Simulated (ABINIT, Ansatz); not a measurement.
# A GW chain in ABINIT: VCu3S4 (Sulvanite), part 2 of 3

Wanted: ground state, empty states, screening and self-energy for VCu3S4 (Sulvanite).

ABINIT 10.8.3; LDA and many-body steps on it, plane waves. Known limits of the many-body steps: not at the basis limit; no spin polarisation; d shell near the gap, gap tends to lie low; d states lean on the start; coarse k mesh.

So far. Step 2 (Ground state): The gap is indirect, with the least direct gap 0.37 eV higher.

In doubt: a PseudoDojo file used here is known to give poor structures and forces, which bears on pressures, cells, forces and phonons.

## (3) Bands along the symmetry lines

Level of this step: DFT, LDA, plane waves, norm-conserving pseudopotentials (ABINIT).

The cheap functional maps the bands first; the places of the edges decide which points the dearer methods must see.

run.abi reads:

```
acell 3*1.0 Angstrom
rprim 
  5.391200000000 0.000000000000 0.000000000000
  0.000000000000 5.391200000000 0.000000000000
  0.000000000000 0.000000000000 5.391200000000
ntypat 3
znucl 23 29 16
natom 8
typat 1 2 2 2 3 3 3 3
xred 
  0.000000000000 0.000000000000 0.000000000000
  0.500000000000 0.000000000000 0.000000000000
  0.000000000000 0.500000000000 0.000000000000
  0.000000000000 0.000000000000 0.500000000000
  0.237200000000 0.237200000000 0.237200000000
  0.237200000000 0.762800000000 0.762800000000
  0.762800000000 0.762800000000 0.237200000000
  0.762800000000 0.237200000000 0.762800000000
pp_dirpath "pseudos"
pseudos "V.upf, Cu.upf, S.upf"
ecut 38
iscf -2
irdden 1
kptopt 0
nkpt 26
kpt 
  0.00000000 0.00000000 0.00000000
  0.00000000 0.12500000 0.00000000
  0.00000000 0.25000000 0.00000000
  0.00000000 0.37500000 0.00000000
  0.00000000 0.50000000 0.00000000
  0.12500000 0.50000000 0.00000000
  0.25000000 0.50000000 0.00000000
  0.37500000 0.50000000 0.00000000
  0.50000000 0.50000000 0.00000000
  0.37500000 0.37500000 0.00000000
  0.25000000 0.25000000 0.00000000
  0.12500000 0.12500000 0.00000000
  0.00000000 0.00000000 0.00000000
  0.12500000 0.12500000 0.12500000
  0.25000000 0.25000000 0.25000000
  0.37500000 0.37500000 0.37500000
  0.50000000 0.50000000 0.50000000
  0.37500000 0.50000000 0.37500000
  0.25000000 0.50000000 0.25000000
  0.12500000 0.50000000 0.12500000
  0.00000000 0.50000000 0.00000000
  0.50000000 0.50000000 0.50000000
  0.50000000 0.50000000 0.37500000
  0.50000000 0.50000000 0.25000000
  0.50000000 0.50000000 0.12500000
  0.50000000 0.50000000 0.00000000
istwfk *1
nband 54
nbdbuf 2
tolwfr 1e-08
nstep 40
prtwf 0
prtvol 0
indata_prefix "in"
outdata_prefix "out"
tmpdata_prefix "tmp"
```

On the command line:

```bash
> OMP_NUM_THREADS=1 mpirun -n 4 abinit run.abi > log
```

Numbers of over 12 decimals in the logs are rounded to 6 here.

Output:

```text
.Version 10.8.3 of ABINIT. v10.8.2 released Aug 2026.

 Symmetries : space group P-4 3 m (#215); Bravais cP (primitive cubic)
[... echo of the input left out ...]
== DATASET  1 ==================================================================
-   mpi_nproc: 4, omp_nthreads: 1 (-1 if OMP is not activated)

--- !DatasetInfo
iteration_state: {dtset: 1, }
dimensions: {natom: 8, nkpt: 26, mband: 54, nsppol: 1, nspinor: 1, nspden: 1, mpw: 11872, }
cutoff_energies: {ecut:  38.0, pawecutdg:  -1.0, }
electrons: {nelect:   9.40000000E+01, charge:   0.00000000E+00, occopt:   1.00000000E+00, tsmear:   1.00000000E-02, }

 Real(R)+Recip(G) space primitive vectors, cartesian coordinates (Bohr,Bohr^-1):
 R(1)= 10.1878915  0.0000000  0.0000000  G(1)=  0.0981557  0.0000000  0.0000000
 R(2)=  0.0000000 10.1878915  0.0000000  G(2)=  0.0000000  0.0981557  0.0000000
 R(3)=  0.0000000  0.0000000 10.1878915  G(3)=  0.0000000  0.0000000  0.0981557
 Unit cell volume ucvol=  1.0574332E+03 bohr^3
 Angles (23,13,12)=  9.00000000E+01  9.00000000E+01  9.00000000E+01 degrees

 getcut: wavevector=  0.0000  0.0000  0.0000  ngfft=  60  60  60
         ecut(hartree)=     38.000   => boxcut(ratio)=   2.12232

--- Pseudopotential description ------------------------------------------------
- V Generated using ONCVPSP code by D. R. Hamann
- 23.00000  13.00000  180309                  znucl, zion, pspdat
12 -1012 2 -1 1518                            pspcod,pspxc,lmax,lloc,mmax
     nproj     2     2     2
  pspatm : epsatm=   13.97969020
         --- l  ekb(1:nproj) -->
             0   11.788805    1.386654
             1    1.837479   -0.152076
             2   -5.013500   -1.627294
 pspatm: atomic psp has been read  and splines computed

- Cu Generated using ONCVPSP code by D. R. Hamann
- 29.00000  19.00000  180309                  znucl, zion, pspdat
12 -1012 2 -1 1456                            pspcod,pspxc,lmax,lloc,mmax
     nproj     2     2     2
  pspatm : epsatm=   21.75811831
         --- l  ekb(1:nproj) -->
[...]
pspatm: atomic psp has been read  and splines computed

- S Generated using ONCVPSP code by D. R. Hamann
- 16.00000   6.00000  180309                  znucl, zion, pspdat
12 -1012 2 -1 1132                            pspcod,pspxc,lmax,lloc,mmax
     nproj     2     2     2
  pspatm : epsatm=    8.64647033
         --- l  ekb(1:nproj) -->
[...]
pspatm: atomic psp has been read  and splines computed

--------------------------------------------------------------------------------

================================================================================
 prteigrs : about to open file out_EIG
 Non-SCF case, kpt    1 (  0.00000  0.00000  0.00000), residuals and eigenvalues=
  4.36E-09  7.00E-09  4.01E-09  1.24E-09  2.87E-09  4.47E-09  2.74E-09  4.78E-09
  7.72E-09  2.41E-09  4.09E-09  9.37E-09  4.57E-09  3.85E-09  4.65E-09  8.87E-09
[...]
--- !ResultsGS
iteration_state: {dtset: 1, }
comment   : Summary of ground state results
lattice_vectors:
- [ 10.1878915,   0.0000000,   0.0000000, ]
- [  0.0000000,  10.1878915,   0.0000000, ]
- [  0.0000000,   0.0000000,  10.1878915, ]
lattice_lengths: [  10.18789,   10.18789,   10.18789, ]
lattice_angles: [ 90.000,  90.000,  90.000, ] # degrees, (23, 13, 12)
lattice_volume:   1.0574332E+03
convergence: {deltae:  0.000E+00, res2:  0.000E+00, residm:  9.976E-09, diffor:  0.000E+00, }
etotal    :  -6.86548893E+02
entropy   :   0.00000000E+00
fermie    :   1.54291204E-01
cartesian_stress_tensor: null
pressure_GPa: null
xred      :
- [  0.0000E+00,   0.0000E+00,   0.0000E+00,  V]
- [  5.0000E-01,   0.0000E+00,   0.0000E+00, Cu]
- [  0.0000E+00,   5.0000E-01,   0.0000E+00, Cu]
- [  0.0000E+00,   0.0000E+00,   5.0000E-01, Cu]
- [  2.3720E-01,   2.3720E-01,   2.3720E-01,  S]
- [  2.3720E-01,   7.6280E-01,   7.6280E-01,  S]
- [  7.6280E-01,   7.6280E-01,   2.3720E-01,  S]
- [  7.6280E-01,   2.3720E-01,   7.6280E-01,  S]
cartesian_forces: null
force_length_stats: {min: null, max: null, mean: null, }

 Integrated electronic density in atomic spheres:
 ------------------------------------------------
 Atom  Sphere_radius  Integrated_density
[...]
================================================================================

 ----iterations are completed or convergence reached----

 Mean square residual over all n,k,spin=   57.117E-10; max=  99.757E-10
 reduced coordinates (array xred) for    8 atoms
[...]
0.762800000000      0.762800000000      0.237200000000
       0.762800000000      0.237200000000      0.762800000000

 cartesian coordinates (angstrom) at end:
    1      0.000000     0.000000     0.000000
    2      2.695600     0.000000     0.000000
    3      0.000000     2.695600     0.000000
[...]
7      4.112407     4.112407     1.278793
    8      4.112407     1.278793     4.112407
 length scales=  1.889726125908  1.889726125908  1.889726125908 bohr
              =  1.000000000000  1.000000000000  1.000000000000 angstroms
 prteigrs : about to open file out_EIG
 Eigenvalues (hartree) for nkpt=  26  k points:
 kpt#   1, nband= 54, wtk=  1.00000, kpt=  0.0000  0.0000  0.0000 (reduced coord)
[...]
kpt#   2, nband= 54, wtk=  1.00000, kpt=  0.0000  0.1250  0.0000 (reduced coord)
[...]
kpt#   3, nband= 54, wtk=  1.00000, kpt=  0.0000  0.2500  0.0000 (reduced coord)
[...]
kpt#  25, nband= 54, wtk=  1.00000, kpt=  0.5000  0.5000  0.1250 (reduced coord)
[...]
0.21115    0.21218    0.22814    0.22814    0.33322    0.33367
 kpt#  26, nband= 54, wtk=  1.00000, kpt=  0.5000  0.5000  0.0000 (reduced coord)
[...]
0.05212    0.06197    0.06326    0.06326    0.06814    0.07146    0.07146    0.08756
   0.08851    0.08851    0.09065    0.09246    0.11984    0.11984    0.14808    0.19907
   0.20603    0.21244    0.22700    0.22700    0.33899    0.33901

== END DATASET(S) ==============================================================
================================================================================

 -outvars: echo values of variables after computation  --------
            nband          54
             nkpt          26
          spgroup         215
 [... the other variables as echoed above ...]

 Calculation completed.
```

Wall time 2.4 min (4 MPI ranks of Arm Neoverse V2, shared host); peak memory 0.6 GiB; 9.8 min of CPU time.

Numbers from this step:

```
gap                        : 0.9837 eV
k of the valence top       : 0.5, 0.5, 0.5
k of the conduction bottom : 0, 0.5, 0
least direct gap           : 1.341 eV
```

The gap is 0.984 eV, as in the run before at this level.

The electronic bands at the labelled points (eV, zero at the top of the highest filled band):

| point | band 44 | band 45 | band 46 | band 47 | band 48 | band 49 | band 50 | band 51 |
| --- | --- | --- | --- | --- | --- | --- | --- | --- |
| Γ | -1.49 | -0.64 | -0.64 | -0.64 | 1.11 | 1.11 | 1.80 | 1.80 |
| X | -1.36 | -1.34 | -0.58 | -0.58 | 0.98 | 1.26 | 1.54 | 1.79 |
| M | -1.68 | -0.94 | -0.94 | -0.17 | 1.22 | 1.41 | 1.58 | 1.98 |
| Γ | -1.49 | -0.64 | -0.64 | -0.64 | 1.11 | 1.11 | 1.80 | 1.80 |
| R | -1.90 | 0.00 | 0.00 | 0.00 | 1.53 | 1.53 | 2.13 | 2.13 |
| X | -1.36 | -1.34 | -0.58 | -0.58 | 0.98 | 1.26 | 1.54 | 1.79 |
| jump to R | -1.90 | 0.00 | 0.00 | 0.00 | 1.53 | 1.53 | 2.13 | 2.13 |
| M | -1.68 | -0.94 | -0.94 | -0.17 | 1.22 | 1.41 | 1.58 | 1.98 |

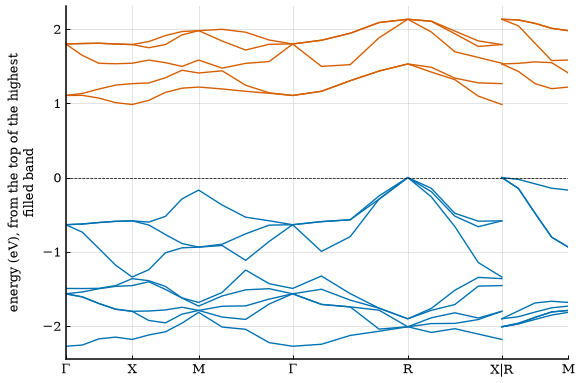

Electronic bands along the path; lines of filled and empty bands in two colours.

## (4) Empty states on the mesh, 2×2×2 mesh, 564 bands

The sums over transitions need many empty states on a uniform mesh; this step solves for them.

run.abi reads:

```
acell 3*1.0 Angstrom
rprim 
  5.391200000000 0.000000000000 0.000000000000
  0.000000000000 5.391200000000 0.000000000000
  0.000000000000 0.000000000000 5.391200000000
ntypat 3
znucl 23 29 16
natom 8
typat 1 2 2 2 3 3 3 3
xred 
  0.000000000000 0.000000000000 0.000000000000
  0.500000000000 0.000000000000 0.000000000000
  0.000000000000 0.500000000000 0.000000000000
  0.000000000000 0.000000000000 0.500000000000
  0.237200000000 0.237200000000 0.237200000000
  0.237200000000 0.762800000000 0.762800000000
  0.762800000000 0.762800000000 0.237200000000
  0.762800000000 0.237200000000 0.762800000000
pp_dirpath "pseudos"
pseudos "V.upf, Cu.upf, S.upf"
ecut 38
ngkpt 2 2 2
nshiftk 1
shiftk 0 0 0
kptopt 1
chksymbreak 0
iscf -2
irdden 1
istwfk *1
nband 564
nbdbuf 50
tolwfr 1e-09
nstep 60
prtvol 0
indata_prefix "in"
outdata_prefix "out"
tmpdata_prefix "tmp"
```

Output:

```text
.Version 10.8.3 of ABINIT. v10.8.2 released Aug 2026.

 Symmetries : space group P-4 3 m (#215); Bravais cP (primitive cubic)
[... echo of the input left out ...]
== DATASET  1 ==================================================================
-   mpi_nproc: 4, omp_nthreads: 1 (-1 if OMP is not activated)

--- !DatasetInfo
iteration_state: {dtset: 1, }
dimensions: {natom: 8, nkpt: 4, mband: 564, nsppol: 1, nspinor: 1, nspden: 1, mpw: 11872, }
cutoff_energies: {ecut:  38.0, pawecutdg:  -1.0, }
electrons: {nelect:   9.40000000E+01, charge:   0.00000000E+00, occopt:   1.00000000E+00, tsmear:   1.00000000E-02, }

 Real(R)+Recip(G) space primitive vectors, cartesian coordinates (Bohr,Bohr^-1):
 R(1)= 10.1878915  0.0000000  0.0000000  G(1)=  0.0981557  0.0000000  0.0000000
 R(2)=  0.0000000 10.1878915  0.0000000  G(2)=  0.0000000  0.0981557  0.0000000
 R(3)=  0.0000000  0.0000000 10.1878915  G(3)=  0.0000000  0.0000000  0.0981557
 Unit cell volume ucvol=  1.0574332E+03 bohr^3
 Angles (23,13,12)=  9.00000000E+01  9.00000000E+01  9.00000000E+01 degrees

 getcut: wavevector=  0.0000  0.0000  0.0000  ngfft=  60  60  60
         ecut(hartree)=     38.000   => boxcut(ratio)=   2.12232

--- Pseudopotential description ------------------------------------------------
- V Generated using ONCVPSP code by D. R. Hamann
- 23.00000  13.00000  180309                  znucl, zion, pspdat
12 -1012 2 -1 1518                            pspcod,pspxc,lmax,lloc,mmax
     nproj     2     2     2
  pspatm : epsatm=   13.97969020
         --- l  ekb(1:nproj) -->
             0   11.788805    1.386654
             1    1.837479   -0.152076
             2   -5.013500   -1.627294
 pspatm: atomic psp has been read  and splines computed

- Cu Generated using ONCVPSP code by D. R. Hamann
- 29.00000  19.00000  180309                  znucl, zion, pspdat
12 -1012 2 -1 1456                            pspcod,pspxc,lmax,lloc,mmax
     nproj     2     2     2
  pspatm : epsatm=   21.75811831
         --- l  ekb(1:nproj) -->
[...]
pspatm: atomic psp has been read  and splines computed

- S Generated using ONCVPSP code by D. R. Hamann
- 16.00000   6.00000  180309                  znucl, zion, pspdat
12 -1012 2 -1 1132                            pspcod,pspxc,lmax,lloc,mmax
     nproj     2     2     2
  pspatm : epsatm=    8.64647033
         --- l  ekb(1:nproj) -->
[...]
pspatm: atomic psp has been read  and splines computed

--------------------------------------------------------------------------------

================================================================================
 prteigrs : about to open file out_EIG
 Non-SCF case, kpt    1 (  0.00000  0.00000  0.00000), residuals and eigenvalues=
  1.57E-10  2.53E-10  6.94E-10  1.66E-10  1.90E-10  6.37E-10  7.98E-11  8.74E-11
  7.80E-10  1.98E-10  8.37E-10  7.06E-10  4.25E-10  1.40E-10  2.07E-10  1.78E-10
  1.84E-10  2.05E-10  2.61E-10  3.30E-10  2.22E-10  3.04E-10  5.93E-10  5.39E-11
[...]
1.90E-03  1.76E-03  5.92E-04  7.38E-04
 -3.9463E+00 -3.9463E+00 -3.9463E+00 -2.3990E+00 -2.3990E+00 -2.3990E+00
 -2.3956E+00 -2.3956E+00 -2.3956E+00 -2.3956E+00 -2.3956E+00 -2.3956E+00
 -2.1968E+00 -1.2497E+00 -1.2497E+00 -1.2497E+00 -3.5386E-01 -3.0814E-01
[...]
4.5249E+00  4.5429E+00  4.5430E+00  4.5580E+00  4.5701E+00  4.5705E+00
  4.5736E+00  4.5813E+00  4.5828E+00  4.5898E+00  4.5991E+00  4.6042E+00
 prteigrs : prtvol=0 or 1, do not print more k-points.

--- !ResultsGS
iteration_state: {dtset: 1, }
comment   : Summary of ground state results
lattice_vectors:
- [ 10.1878915,   0.0000000,   0.0000000, ]
- [  0.0000000,  10.1878915,   0.0000000, ]
- [  0.0000000,   0.0000000,  10.1878915, ]
lattice_lengths: [  10.18789,   10.18789,   10.18789, ]
lattice_angles: [ 90.000,  90.000,  90.000, ] # degrees, (23, 13, 12)
lattice_volume:   1.0574332E+03
convergence: {deltae:  0.000E+00, res2:  0.000E+00, residm:  9.979E-10, diffor:  0.000E+00, }
etotal    :  -6.86548893E+02
entropy   :   0.00000000E+00
fermie    :   1.54291204E-01
cartesian_stress_tensor: null
pressure_GPa: null
xred      :
- [  0.0000E+00,   0.0000E+00,   0.0000E+00,  V]
- [  5.0000E-01,   0.0000E+00,   0.0000E+00, Cu]
- [  0.0000E+00,   5.0000E-01,   0.0000E+00, Cu]
- [  0.0000E+00,   0.0000E+00,   5.0000E-01, Cu]
- [  2.3720E-01,   2.3720E-01,   2.3720E-01,  S]
- [  2.3720E-01,   7.6280E-01,   7.6280E-01,  S]
- [  7.6280E-01,   7.6280E-01,   2.3720E-01,  S]
- [  7.6280E-01,   2.3720E-01,   7.6280E-01,  S]
cartesian_forces: null
force_length_stats: {min: null, max: null, mean: null, }

 Integrated electronic density in atomic spheres:
 ------------------------------------------------
 Atom  Sphere_radius  Integrated_density
[...]
================================================================================

 ----iterations are completed or convergence reached----

 Mean square residual over all n,k,spin=   44.845E-11; max=  99.791E-11
 reduced coordinates (array xred) for    8 atoms
[...]
0.762800000000      0.762800000000      0.237200000000
       0.762800000000      0.237200000000      0.762800000000

 cartesian coordinates (angstrom) at end:
    1      0.000000     0.000000     0.000000
    2      2.695600     0.000000     0.000000
[...]
8      4.112407     1.278793     4.112407
 length scales=  1.889726125908  1.889726125908  1.889726125908 bohr
              =  1.000000000000  1.000000000000  1.000000000000 angstroms
 prteigrs : about to open file out_EIG
 Eigenvalues (hartree) for nkpt=   4  k points:
 kpt#   1, nband=564, wtk=  0.12500, kpt=  0.0000  0.0000  0.0000 (reduced coord)
[...]
4.46870    4.46870    4.46870    4.51725    4.51726    4.51729    4.52480    4.52484
   4.52494    4.54287    4.54301    4.55799    4.57008    4.57048    4.57362    4.58129
   4.58284    4.58982    4.59915    4.60420
 prteigrs : prtvol=0 or 1, do not print more k-points.

== END DATASET(S) ==============================================================
================================================================================

 -outvars: echo values of variables after computation  --------
            nband         564
             nkpt           4
          spgroup         215
 [... the other variables as echoed above ...]

 Calculation completed.
```

Run time: 8.1 min. Hardware: 4 MPI ranks; peak memory 1.1 GiB; 33 min of CPU time.

Numbers from this step:

```
gap                                                           : 0.9837 eV
k of the valence top                                          : 0.5, 0.5, 0.5
k of the conduction bottom                                    : 0.5, 0, 0
least direct gap                                              : 1.388 eV
k points computed                                             : 4
lowest point of the top converged band, above the valence top : 109.9593 eV
```

On this mesh the gap is 0.984 eV.

## (5) Screening, 2×2×2 mesh, 514 bands, screening to 217.7 eV

The RPA dielectric matrix is built and inverted for each q.

This step: RPA screening on LDA, plane waves, norm-conserving pseudopotentials.

Changes to run.abi since step 4:

```diff
@@ -26,10 +26,11 @@
 chksymbreak 0
-iscf -2
-irdden 1
 istwfk *1
-nband 564
-nbdbuf 50
-tolwfr 1e-09
-nstep 60
-prtvol 0
+occopt 1
+irdwfk 1
+optdriver 3
+nband 514
+ecuteps 8
+inclvkb 2
+awtr 1
+symchi 1
 indata_prefix "in"
```

Output:

```text
.Version 10.8.3 of ABINIT. v10.8.2 released Aug 2026.

 Symmetries : space group P-4 3 m (#215); Bravais cP (primitive cubic)
[... echo of the input left out ...]
== DATASET  1 ==================================================================
-   mpi_nproc: 4, omp_nthreads: 1 (-1 if OMP is not activated)

--- !DatasetInfo
iteration_state: {dtset: 1, }
dimensions: {natom: 8, nkpt: 4, mband: 514, nsppol: 1, nspinor: 1, nspden: 1, mpw: 11872, }
cutoff_energies: {ecut:  38.0, pawecutdg:  -1.0, }
electrons: {nelect:   9.40000000E+01, charge:   0.00000000E+00, occopt:   1.00000000E+00, tsmear:   1.00000000E-02, }

 SCREENING: Calculation of the susceptibility and dielectric matrices

 Based on a program developped by R.W. Godby, V. Olevano, G. Onida, and L. Reining.
 Incorporated in ABINIT by V. Olevano, G.-M. Rignanese, and M. Torrent.
.Using double precision arithmetic ; gwpc =  8

[... cell and pseudopotentials left out ...]
--------------------------------------------------------------------------------

 ==== K-mesh for the wavefunctions ====
 Number of points in the irreducible wedge :     4
[... list of points left out ...]
 Together with 24 symmetry operations and time-reversal symmetry
 yields     8 points in the full Brillouin Zone.

 ==== Q-mesh for the screening function ====
 Number of points in the irreducible wedge :     4
[... list of points left out ...]
 Together with 24 symmetry operations and time-reversal symmetry
 yields     8 points in the full Brillouin Zone.

 setmesh: FFT mesh size selected  =    45x   45x   45
          total number of points  =        91125

 vcoul_init : cutoff-mode = AUXILIARY_FUNCTION
 q-points for optical limit:   1
     1)      0.000010    0.000020    0.000030

- screening: taking advantage of time-reversal symmetry
- Maximum band index for partially occupied states nbvw = 47
- Remaining bands to be divided among processors   nbcw = 467
- Number of bands treated by each node ~116

 Number of electrons calculated from density =   94.0000; Expected =   94.0000
 average of density, n =  0.088895
 r_s =    1.3900
 omega_plasma =   28.7603 [eV]

 calculating chi0 at frequencies [eV] :
  1    0.000000E+00    0.000000E+00
  2    0.000000E+00    2.876028E+01

--------------------------------------------------------------------------------
  q-point number  1        q = ( 0.000000, 0.000000, 0.000000) [r.l.u.]
--------------------------------------------------------------------------------
[... chi0 elements left out ...]
 For q-point:  0.000010 0.000020 0.000030
  dielectric constant =   7.7582
  dielectric constant without local fields =  10.0335

  Average fulfillment of the sum rule on Im[epsilon] for q-point    1 :     61.49  [%]
[... wings left out ...]
  q-point number  2        q = ( 0.500000, 0.000000, 0.000000) [r.l.u.]
--------------------------------------------------------------------------------
[... chi0 elements left out ...]
  Average fulfillment of the sum rule on Im[epsilon] for q-point    2 :     64.13  [%]

 [... 2 further q-points ...]
```

Elapsed: 11 min, on 4 MPI ranks; peak memory 5 GiB.

This step gave:

- ε∞ with local fields, on this mesh, along the program's q direction: 7.758
- the same without local fields: 10.03
- plasma frequency: 28.76 eV
- plane waves in the screening matrix: 1189

Local fields lower ε∞ by 23 %. On a Γ-centred mesh this coarse the value itself is usually too large, while a short band sum pulls it down.

(Part 2 of 3 ends here.)

[Paths, hosts, dates, memory and timing lines, banners, echoed tables and standing remarks are left out of the program output.]

[Logs are printed without paths, hosts, clocks, repeated set-up lines and the standing remarks that a program may print on its own settings, such as how far it seeks lower states.]

[Runs of the session that timed out or met a known fault of the program may be left out.]

[Hosts, paths, dates, database ids (printed as entryN), source tags and the programs' standing remarks are cut or masked in the printed files.]

[G0W0 gaps are taken among the corrected bands and points alone; a level outside them can change the order at an edge.]

[Where Ansatz stands beside ABINIT at settings called matched, ABINIT's density can come from a denser mesh and the files from another edition; pairs whose starting gaps differed by over 0.03 eV were left out, so agreement reads better than it is.]
